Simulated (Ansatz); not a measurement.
BO (SMILES [B]=O) (doublet)

Input file:

```
crystal:
  periodic: [false, false, false]
  atoms:
    - {symbol: B, position_ang: [0.000000, 0.000000, -0.608033]}
    - {symbol: O, position_ang: [0.000000, 0.000000, 0.608033]}
basis:
  gaussian:
    orbitals: def2-TZVPD
total_charge: 0
magnetization:
  spin_polarized: true
  initial_magnetization: 1
hamiltonian:
  xc: pbe0
output:
  forces: true
  orbitals: {seedname: orbitals}
```

Launched as:

```sh
ansatz run input.yaml --threads 1 --pin off --max-ram 2610MiB --events-out events.jsonl --progress --plain --runs-dir runs
```

Geometry: BLYP-D3(BJ)/def2-SVP.

Theory: isolated molecule in a Gaussian basis; Kohn-Sham density functional theory, functional PBE0 in Ansatz 0.2.0.

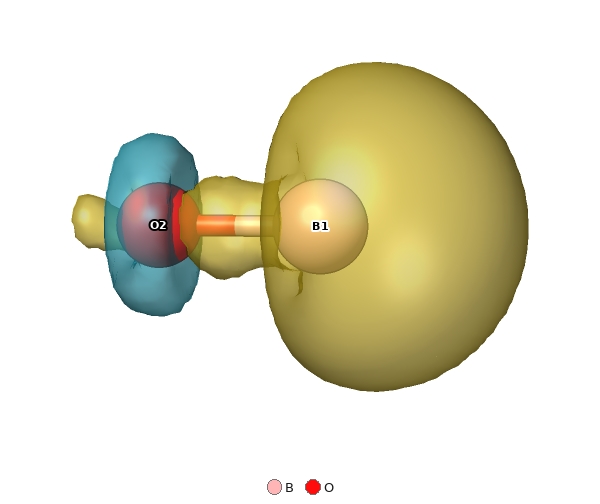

Figure 1. Isosurfaces of the spin density (α minus β) at +0.04 (yellow) and −0.04 e/Å³ (cyan), seen from one side.

Question: Describe the spin distribution.

Answer: The unpaired spin (1 electron) lies mostly on B1 (about 1.0), in electrons by Hirshfeld's partition.

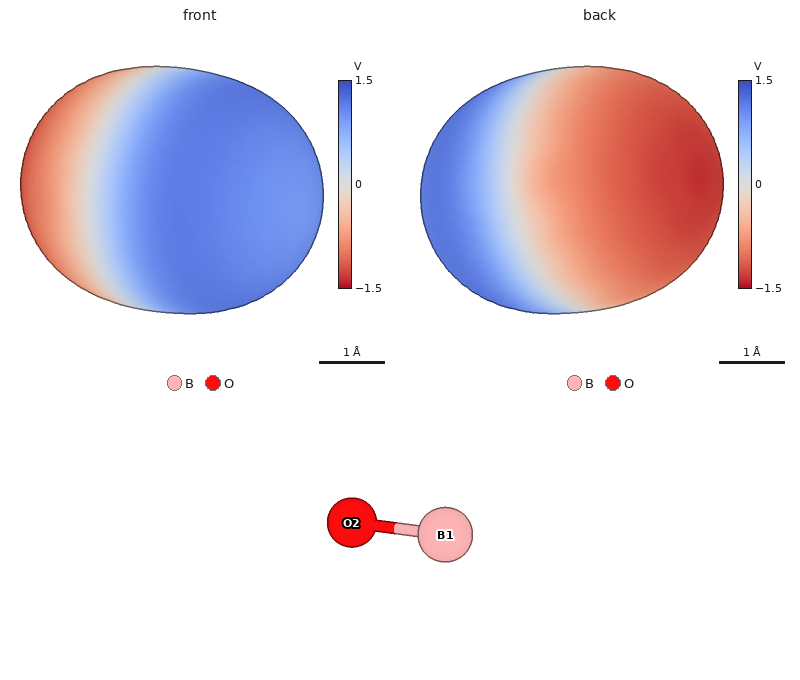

Figure 2. The molecular electrostatic potential painted on the density surface at 0.001 e/bohr³, seen from the front and from behind; the colour scale runs from red (negative) to blue (positive). The bare structure is drawn below in the same view.

Question: Where is the surface potential most negative and most positive?

Answer: The most negative region (about −1.4 V, or −32 kcal/mol for a unit charge) lies over O2, the most positive (about +1.2 V, or +28 kcal/mol for a unit charge) over B1. O2 is the likeliest acceptor of a hydrogen bond.

Question: What dipole moment does the calculation give?

Answer: Its dipole moment is 2.44 D.

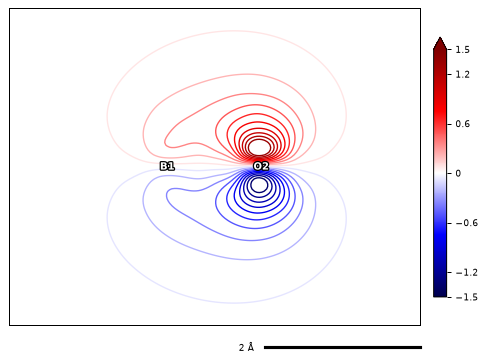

Figure 3. The HOMO (β) on a plane that holds the molecular axis (values in Å⁻³ᐟ²; the overall sign is arbitrary).

Question: Describe this orbital and give its energy.

Answer: By Hirshfeld shares it lies mainly on O2 (about 75 %) and B1 (about 25 %). It is one of a degenerate set, so its orientation is arbitrary. Its energy is −10.62 eV.

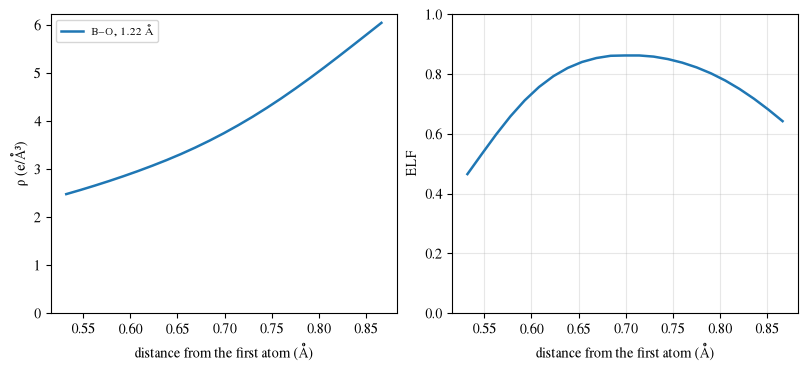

Figure 4. Electron density and electron localisation function along straight lines between neighbouring atoms. The curves leave out the atomic cores.

Question: What can be read from the curves?

Answer: B–O (1.22 Å): ρ is about 3 e/Å³ halfway; the ELF peaks at about 0.85 between the atoms: a polar covalent bond.
